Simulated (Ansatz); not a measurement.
A series of calculations on SiNH₆

## 1. Relaxation

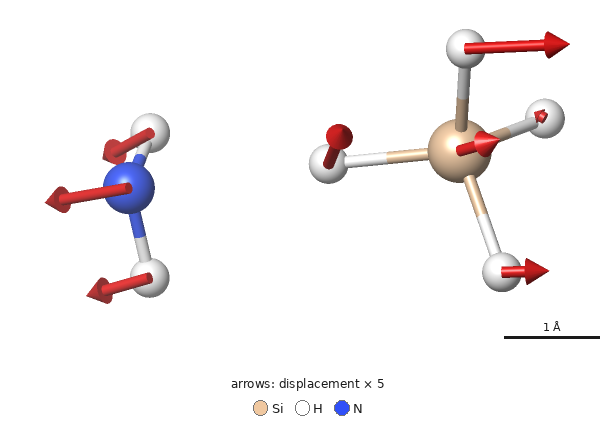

This is a relaxation of SiNH₆ (multiplicity 2). The starting structure is drawn; red arrows show the displacements, magnified 5 times. The two geometries are superimposed by the best rigid fit.

Style: ball-and-stick. Shown at a tilt.

The run prepares an end point of a later path (reaction) calculation, from a guessed geometry.

Computed with UKS BHLYP-D4/def2-SVP (Ansatz 0.2.0).

Input
```yaml
crystal:
  periodic: [false, false, false]
  atoms:
    - { symbol: Si, position_ang: [0.018635, -0.008671, -0.092516] }
    - { symbol: H, position_ang: [0.169747, -0.091708, 1.366325] }
    - { symbol: H, position_ang: [1.353944, 0.017166, -0.730795] }
    - { symbol: H, position_ang: [-0.718558, 1.226884, -0.449703] }
    - { symbol: H, position_ang: [-0.7416, -1.182078, -0.582077] }
    - { symbol: "N", position_ang: [0.335301, -0.208331, 3.621258] }
    - { symbol: H, position_ang: [-0.625001, -0.55856, 3.692801] }
    - { symbol: H, position_ang: [0.208932, 0.805296, 3.696106] }
magnetization:
  spin_polarized: true
  initial_magnetization: 1
basis:
  gaussian: { orbitals: def2-SVP }
hamiltonian:
  xc: { name: BHLYP }
  dispersion: d4
relax:
  f_tol: 0.03
  max_steps: 50
output:
  orbitals: {}
```

Run as
```bash
ansatz run input.yaml --threads 1 --pin off --max-ram 2048MiB --backend cpu --events-out ev --progress --plain --runs-dir out
```

**What happened in the run?**

The largest moves after the best rigid fit, 0.23 Å, are those of H3 and N6. By element the largest moves are H 0.23 Å, N 0.23 Å, Si 0.12 Å. Near-neighbour distances that change, for instance: Si1–H2 1.469 → 1.482 Å. The energy falls by 0.019 eV in 9 accepted moves (12 points after the start). The largest force component goes from 0.26 to 0.023 eV/Å. The line search rejected the trial steps at points 3, 6, 11 of the run. The forces were under the threshold at step 5, but the run went on from there. The run took 26 s on 1 thread of Arm Neoverse V2, with other jobs on the host, peak memory 0.14 GiB.

Limits of the set-up: the start holds two separate molecules, 2.3 Å apart at their closest, whose relative position is a soft coordinate.

## 2. Relaxation

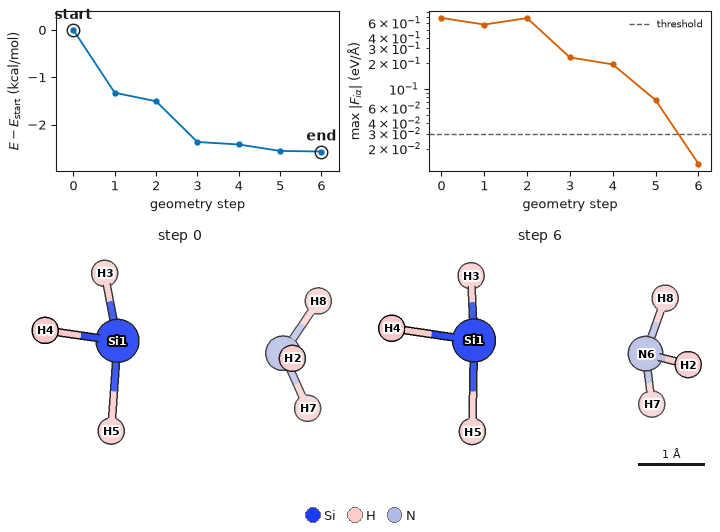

First and last geometry of a relaxation of SiNH6 (multiplicity 2), with the history of the run. Style: ball-and-stick. Shown from a free direction.

The run prepares an end point of a later path (reaction) calculation, from a guessed geometry.

Computed with Ansatz 0.2.0, UKS BHLYP-D4/def2-SVP. (collinear spin; force threshold 0.03 eV/Å; at most 50 steps)

**Read the history and describe the run.**

It converged. Over 6 geometry steps the energy falls by 2.57 kcal/mol. The largest force component goes from 0.69 to 0.013 eV/Å. The atom that moves furthest after the best rigid fit is H2 (0.56 Å). Largest moves by element: H 0.56 Å, N 0.17 Å, Si 0.07 Å. Some distances before and after: Si1–N6 2.719 → 2.762 Å, H2–N6 1.030 → 1.011 Å.

| step | E − E(0), kcal/mol | largest force component, eV/Å |
| --- | --- | --- |
| 0 | 0.00 | 0.6859 |
| 1 | -1.32 | 0.5722 |
| 2 | -1.50 | 0.6820 |
| 3 | -2.36 | 0.2353 |
| 4 | -2.42 | 0.1948 |
| 5 | -2.55 | 0.0742 |
| 6 | -2.57 | 0.0133 |

Limits of the set-up: the start holds two separate molecules, 2.7 Å apart at their closest, whose relative position is a soft coordinate.

## 3. Path

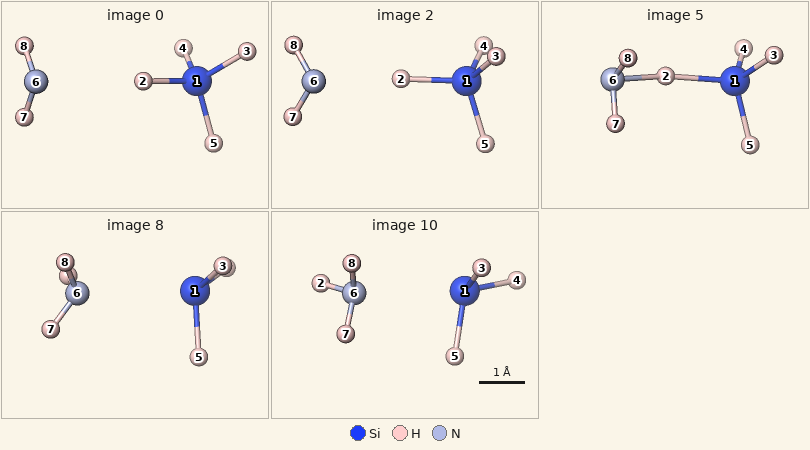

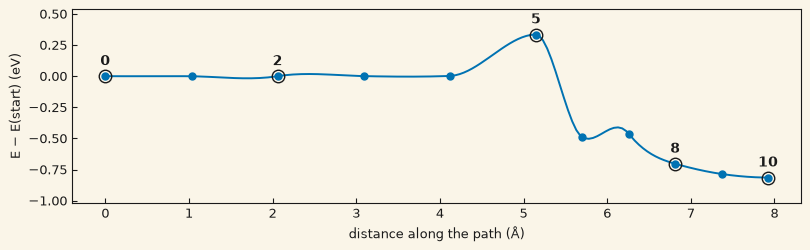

A nudged-elastic-band calculation for SiNH6 (multiplicity 2), made up at the start of SiH$_{4}$ and NH2. Images are numbered from 0 (start) to 10 (end). Style: ball-and-stick. Shown at a tilt.

Theory: UKS BHLYP-D4/def2-SVP (Ansatz). Run with 9 movable images; climbing image; force threshold 0.03 eV/Å; iteration limit 56; starting path through a guess of the saddle point.

### What happens along the path, and what is the barrier?

The highest point, image 5, lies 0.33 eV above the start and 1.15 eV above the end; the end is at −0.81 eV relative to the start. The path has more than one stage, and so few images may leave a stage unresolved. Breaking: Si1–H2 (1.48 → 1.63 at the top → 3.28 Å). Forming: H2–N6 (2.61 → 1.42 at the top → 1.01 Å). The band converged in 33 iterations. The largest component of the band force went from 64 to 0.024 eV/Å. The climbing image converged on the top of the path. Its vibrational analysis gives one imaginary mode (1430i cm⁻¹), as a transition state must have.

Limits of the set-up: the start holds two separate molecules, 2.6 Å apart at their closest, whose relative position is a soft coordinate.
